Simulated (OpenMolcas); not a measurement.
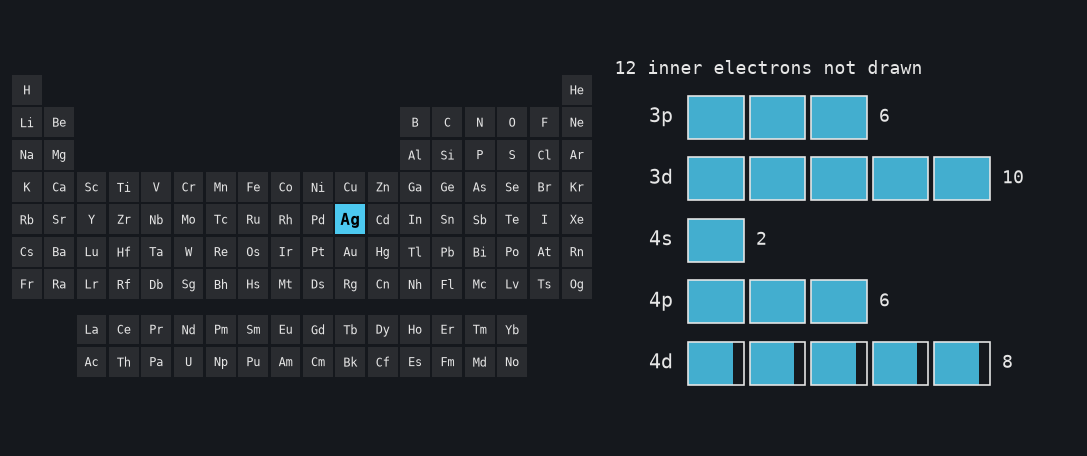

Left, the place of silver in the periodic table; right, the outer shells of the leading configuration of the lowest level: a box for each of the 2l + 1 orbitals, shaded by the share of the shell that is filled, with the electron count at the right.

**Multiconfigurational calculation: Ag³⁺ complex (part 1 of 2)**

- system: Ag³⁺ with 6 ligands (F; octahedron, 2.148 Å), embedded in Cs2NaYF6 by model potentials and point charges, whose field is part of the energies.
- method: state-averaged CASSCF, active space 8 electrons in the shell 4d, basis ANO-RCC-VDZP on the metal and ANO-RCC-VDZP on the ligands, DKH2 scalar Hamiltonian, spin-orbit coupling by RASSI with atomic mean-field integrals (OpenMolcas)

## Input file
```
&GATEWAY
Basis set
Ag.ANO-RCC-VDZP.
Ag1 0.0 0.0 0.0 Angstrom
End of basis
Basis set
F.ANO-RCC-VDZP.
L1 2.148000 0.000000 0.000000 Angstrom
L2 0.000000 2.148000 0.000000 Angstrom
L3 0.000000 0.000000 2.148000 Angstrom
End of basis
Basis set
Na.EMB-AIMP.Ruiperez.7s4p.1s1p.ECP.Cs2NaYF6.
PseudoCharge
* 3 symmetry-unique lattice sites within 7.6 angstrom
End of basis
Basis set
Cs.EMB-AIMP.Ruiperez.0s.0s.ECP.Cs2NaYF6.
PseudoCharge
* 16 symmetry-unique lattice sites within 7.6 angstrom
End of basis
Basis set
F.EMB-AIMP.Ruiperez.0s.0s.ECP.Cs2NaYF6.
PseudoCharge
* 27 symmetry-unique lattice sites within 7.6 angstrom
End of basis
Basis set
Y.EMB-AIMP.Ruiperez.0s.0s.ECP.Cs2NaYF6.
PseudoCharge
* 6 symmetry-unique lattice sites within 7.6 angstrom
End of basis
Symmetry
XYZ
AngMom=0.0 0.0 0.0
AMFI
RICD
XField
1537 Angstrom 0
* Evjen-weighted lattice charges
&SEWARD
&RASSCF
FileOrb=start.orb
Symmetry=1
Spin=3
nActEl=8 0 0
Inactive=24 24
Ras2=5 0
CIRoot=10 10 1
SDav=10
CIMx=300
Iter=150 100
PrWF=0.3
OrbListing=Nothing
MaxOrb=0
LevShft=1.0
>>> COPY $Project.JobIph JOB001
&RASSCF
FileOrb=start.orb
Symmetry=1
Spin=1
nActEl=8 0 0
Inactive=24 24
Ras2=5 0
CIRoot=15 15 1
SDav=15
CIMx=300
Iter=150 100
PrWF=0.3
OrbListing=Nothing
MaxOrb=0
LevShft=1.0
>>> COPY $Project.JobIph JOB002
&RASSI
NrOfJobIphs=2 10 15
1 2 3 4 5 6 7 8 9 10
1 2 3 4 5 6 7 8 9 10 11 12 13 14 15
IphNames
JOB001
JOB002
EJob
SpinOrbit
DIPRint=1.0
SOCoupling=1000.0
Subsets=2
Property=9
'ANGMOM' 1 'ANGMOM' 2 'ANGMOM' 3 'MLTPL  1' 1 'MLTPL  1' 2 'MLTPL  1' 3
'AMFI' 1 'AMFI' 2 'AMFI' 3
SOProperty=3
'ANGMOM' 1 'ANGMOM' 2 'ANGMOM' 3
```

The file start.orb holds starting orbitals from an earlier step. A driver script formed the levels outside the program, from RASSI's spin-orbit matrix and the active-space energies, averaged over the components of each term or state.

Command:
```bash
OMP_NUM_THREADS=1 MOLCAS_MEM=2457 MOLCAS_PROJECT=a pymolcas a.inp > a.log  # once for each step of the input, in one work folder
```

## The program's output (extracts)
```
--- SEWARD ---
Basis set label: AG.ANO-RCC...6S5P3D1F.

      Electronic valence basis set:
      ------------------
      Associated Effective Charge  47.000000 au
      Associated Actual Charge     47.000000 au
      Nuclear Model: Point charge

      Shell  nPrim  nBasis  Cartesian Spherical Contaminant
         s      21       6        X
         p      18       5        X
         d      13       3                 X
         f       6       1                 X
                  Relativistic Douglas-Kroll-Hess integrals:
                    - DKH order of Hamiltonian: 2
                    - DKH order of Properties : 0
                  Atomic mean-field integrals
--- RASSCF ---
Wave function specifications:
      -----------------------------

      Number of closed shell electrons          96
      Number of electrons in active shells       8
      Max number of holes in RAS1 space          0
      Max nr of electrons in RAS3 space          0
      Number of inactive orbitals               48
      Number of active orbitals                  5
      Number of secondary orbitals              98
      Spin quantum number                      1.0
      State symmetry                             1
Orbital specifications:
      -----------------------

      Symmetry species                           1   2
                                                ag  au
      Frozen orbitals                            0   0
      Inactive orbitals                         24  24
      Active orbitals                            5   0
      RAS1 orbitals                              0   0
      RAS2 orbitals                              5   0
      RAS3 orbitals                              0   0
      Secondary orbitals                        46  52
      Deleted orbitals                           0   0
      Number of basis functions                 75  76
      Number of CSFs                            10
      Number of root(s) required                10
      Iter CI   SX   CI       RASSCF       Energy    max ROT     max BLB   max BLB  Level Ln srch  Step   QN
          iter iter root      energy       change     param      element    value   shift minimum  type update
 Nr of preliminary CI iterations:   1
      Total energies have been shifted. Add                -5000.00 au
        1   1    9    0  -908.91300513    0.00E+00  -6.71E-02   27  33 1  4.80E-01*  1.68   0.00    SX    NO
        2   1    9    0  -909.72097741   -8.08E-01* -8.38E-02   12  32 2  1.51E-01*  1.35   0.00    SX    NO
        3   1    9    0  -909.85756544   -1.37E-01* -6.73E-02   12  32 2  7.66E-02*  1.21   0.00    SX    NO
        4   1    9    0  -909.89074756   -3.32E-02* -5.03E-02   24  34 2  4.43E-02*  1.16   0.00    SX    NO
        5   1    9    0  -909.90535344   -1.46E-02* -5.71E-02   24  34 2  2.68E-02*  1.12   2.50    LS   YES
        6   1    8    0  -909.91522652   -9.87E-03* -3.78E-02   26  32 1 -1.84E-02*  1.08   1.79    LS   YES
        7   1    9    0  -909.91761713   -2.39E-03*  2.40E-02   26  32 1 -2.43E-02*  1.05   1.20    QN   YES
        8   1    8    0  -909.92016711   -2.55E-03*  2.37E-02   26  32 1 -9.72E-03*  1.04   2.10    LS   YES
        9   1    8    0  -909.92110886   -9.42E-04* -9.31E-03    7  35 2 -1.04E-02*  1.04   1.12    QN   YES
       10   1    8    0  -909.92171592   -6.07E-04* -7.58E-03   12  32 2 -5.79E-03*  1.03   1.54    QN   YES
       11   1    8    0  -909.92195898   -2.43E-04*  5.55E-03   12  30 1 -3.42E-03*  1.03   1.46    QN   YES
       12   1    7    0  -909.92204427   -8.53E-05*  2.43E-03    9  37 2  1.73E-03*  1.03   1.50    QN   YES
       13   1    7    0  -909.92207099   -2.67E-05* -9.15E-04   13  33 2 -5.84E-04*  1.03   1.32    QN   YES
       14   1    7    0  -909.92207623   -5.24E-06*  5.66E-04   13  33 2 -3.17E-04*  1.03   1.43    QN   YES
       15   1    6    0  -909.92207792   -1.69E-06* -4.96E-04    9  37 2 -1.75E-04*  1.03   1.49    QN   YES
       16   1    6    0  -909.92207862   -6.99E-07* -3.84E-04   28  40 1 -1.26E-04*  1.03   1.52    QN   YES
       17   1    6    0  -909.92207892   -2.99E-07* -2.27E-04   13  33 2  9.00E-05   1.03   1.48    QN   YES
       18   1    6    0  -909.92207903   -1.09E-07* -9.53E-05   13  33 2  5.95E-05   1.03   1.45    QN   YES
       19   1    5    0  -909.92207906   -3.42E-08* -2.81E-05   28  40 1  2.32E-05   1.03   1.30    QN   YES
       20   1    4    0  -909.92207907   -9.34E-09  -5.60E-06   25  39 1  1.02E-05   1.03   1.10    QN   YES
      Convergence after 20 iterations
       21   1    4    0  -909.92207907   -1.61E-09  -5.60E-06    9  37 2 -3.58E-06   1.03   1.10    QN   YES
      Natural orbitals and occupation numbers for root  1
      sym 1:   2.000000   2.000000   1.000000   2.000000   1.000000
      Natural orbitals and occupation numbers for root  2
      sym 1:   1.003429   2.000000   1.003429   1.996571   1.996571
      Natural orbitals and occupation numbers for root  3
      sym 1:   1.996564   2.000000   1.996564   1.003436   1.003436
::    RASSCF root number  1 Total energy:  -5910.02448945
::    RASSCF root number  2 Total energy:  -5909.95380465
::    RASSCF root number  3 Total energy:  -5909.95380465
::    RASSCF root number  4 Total energy:  -5909.95380465
::    RASSCF root number  5 Total energy:  -5909.91972763
::    RASSCF root number  6 Total energy:  -5909.91972763
::    RASSCF root number  7 Total energy:  -5909.91972763
::    RASSCF root number  8 Total energy:  -5909.85856815
::    RASSCF root number  9 Total energy:  -5909.85856815
::    RASSCF root number 10 Total energy:  -5909.85856815
--- RASSCF ---
Wave function specifications:
      -----------------------------

      Number of closed shell electrons          96
      Number of electrons in active shells       8
      Max number of holes in RAS1 space          0
      Max nr of electrons in RAS3 space          0
      Number of inactive orbitals               48
      Number of active orbitals                  5
      Number of secondary orbitals              98
      Spin quantum number                      0.0
      State symmetry                             1
Orbital specifications:
      -----------------------

      Symmetry species                           1   2
                                                ag  au
      Frozen orbitals                            0   0
      Inactive orbitals                         24  24
      Active orbitals                            5   0
      RAS1 orbitals                              0   0
      RAS2 orbitals                              5   0
      RAS3 orbitals                              0   0
      Secondary orbitals                        46  52
      Deleted orbitals                           0   0
      Number of basis functions                 75  76
      Number of CSFs                            15
      Number of root(s) required                15
      Iter CI   SX   CI       RASSCF       Energy    max ROT     max BLB   max BLB  Level Ln srch  Step   QN
          iter iter root      energy       change     param      element    value   shift minimum  type update
 Nr of preliminary CI iterations:   1
      Total energies have been shifted. Add                -5000.00 au
        1   1    8    0  -909.86794108    0.00E+00   1.37E-02   28  34 1 -6.29E-03*  1.05   0.00    SX    NO
        2   1    8    0  -909.86878130   -8.40E-04* -1.15E-02   20  28 1 -4.97E-03*  1.05   0.00    SX    NO
        3   1    8    0  -909.86936228   -5.81E-04* -9.85E-03   20  28 1 -4.27E-03*  1.04   0.00    SX    NO
        4   1    8    0  -909.86978150   -4.19E-04* -8.45E-03   20  28 1 -3.67E-03*  1.04   0.00    SX    NO
        5   1    8    0  -909.87008788   -3.06E-04* -4.19E-02   20  28 1 -3.15E-03*  1.03   2.50    QN   YES
        6   1    7    0  -909.87091401   -8.26E-04* -8.84E-03   18  30 1 -2.27E-03*  1.02   1.21    QN   YES
        7   1    7    0  -909.87094995   -3.59E-05*  1.42E-03   18  30 1 -1.47E-03*  1.02   1.17    QN   YES
        8   1    7    0  -909.87095555   -5.60E-06*  1.58E-03   18  30 1 -8.60E-04*  1.02   2.12    LS   YES
        9   1    7    0  -909.87095771   -2.16E-06*  1.14E-03   29  35 1  2.09E-04*  1.02   1.00    QN   YES
       10   1    6    0  -909.87095941   -1.70E-06*  5.71E-04   29  35 1  1.52E-04*  1.02   1.50    LS   YES
       11   1    6    0  -909.87095963   -2.24E-07*  1.04E-04   16  34 2  1.57E-04*  1.02   1.03    QN   YES
       12   1    6    0  -909.87095973   -9.96E-08* -1.91E-04   18  30 1  9.63E-05   1.02   1.86    QN   YES
       13   1    5    0  -909.87095979   -6.12E-08*  4.12E-05   18  30 1  4.58E-05   1.02   1.12    QN   YES
       14   1    5    0  -909.87095980   -7.51E-09   3.00E-05   18  30 1  2.42E-05   1.02   1.14    QN   YES
      Convergence after 14 iterations
       15   1    5    0  -909.87095981   -3.65E-09   3.00E-05   16  34 2 -4.84E-06   1.02   1.14    QN   YES
      Natural orbitals and occupation numbers for root  1
      sym 1:   1.996279   1.997037   1.003364   1.999957   1.003364
      Natural orbitals and occupation numbers for root  2
      sym 1:   1.999236   1.998479   1.003364   1.995558   1.003364
      Natural orbitals and occupation numbers for root  3
      sym 1:   1.966597   1.966597   1.050104   1.966597   1.050104
::    RASSCF root number  1 Total energy:  -5909.97223558
::    RASSCF root number  2 Total energy:  -5909.97223558
::    RASSCF root number  3 Total energy:  -5909.92777996
::    RASSCF root number  4 Total energy:  -5909.90580978
::    RASSCF root number  5 Total energy:  -5909.90580978
::    RASSCF root number  6 Total energy:  -5909.90580978
::    RASSCF root number  7 Total energy:  -5909.88509289
::    RASSCF root number  8 Total energy:  -5909.88509289
::    RASSCF root number  9 Total energy:  -5909.88509289
::    RASSCF root number 10 Total energy:  -5909.81760248
::    RASSCF root number 11 Total energy:  -5909.81760248
::    RASSCF root number 12 Total energy:  -5909.81760248
::    RASSCF root number 13 Total energy:  -5909.81433471
::    RASSCF root number 14 Total energy:  -5909.81433471
::    RASSCF root number 15 Total energy:  -5909.73796111
```

(Continued in part 2.) Outcome of the run: converged.
